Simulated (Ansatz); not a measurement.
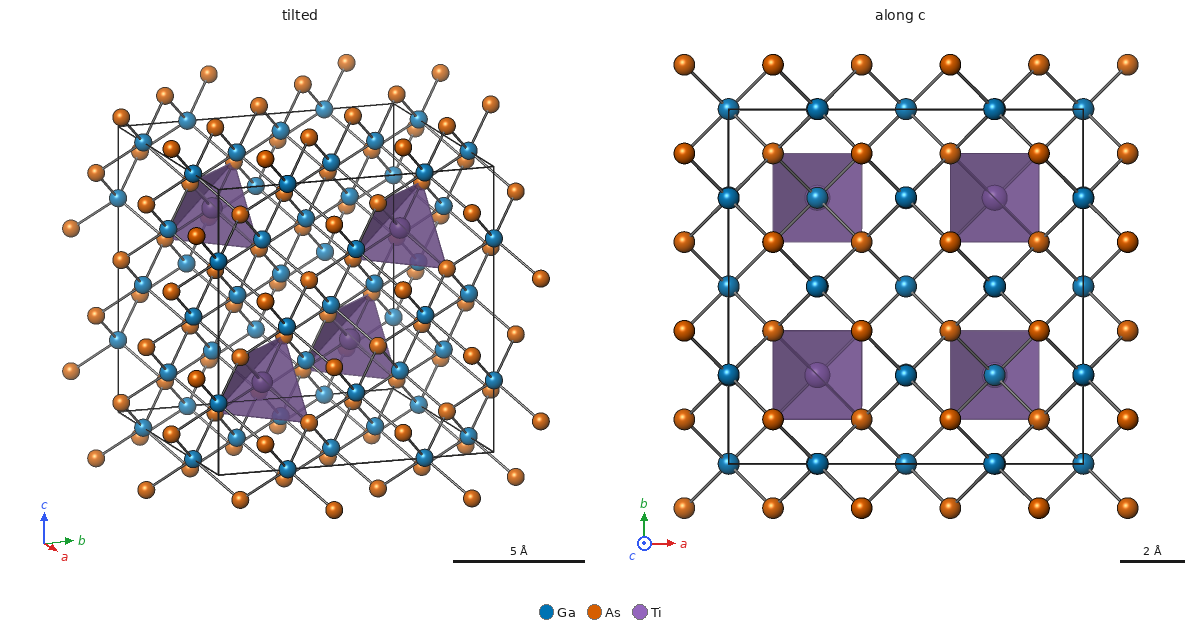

Crystal structure, polyhedral style, seen slightly off an axis and along the c axis. Thin lines show the drawn cell (a repeat of the simulation cell), with boundary atoms drawn in all their periodic places. Some neighbours outside the box are added. Cell: a = 11.207 Å, b = 11.207 Å, c = 11.207 Å, α = 90.00°, β = 90.00°, γ = 90.00°.

Give a description of the structure.

The structure is one of TiGa₇As₈. Within 0.01 Å the space group is F-43m (No. 216), face-centred cubic. In the cell are 4 Ti, 28 Ga, 32 As, which makes 4 formula units. The polyhedra are TiAs4 tetrahedra; they share no atoms with one another. Ga bonds to four As in a tetrahedral arrangement at about 2.4 Å. Ti is linked to four As in a tetrahedral arrangement at about 2.4 Å. The bonds build a three-dimensional framework.

The initial geometry was a structure listed in the Materials Project, repeated into a supercell with a point defect put in. The atoms were relaxed in a fixed cell with DFT LDA, scalar-relativistic, plane waves, PAW (Ansatz 0.2.0).
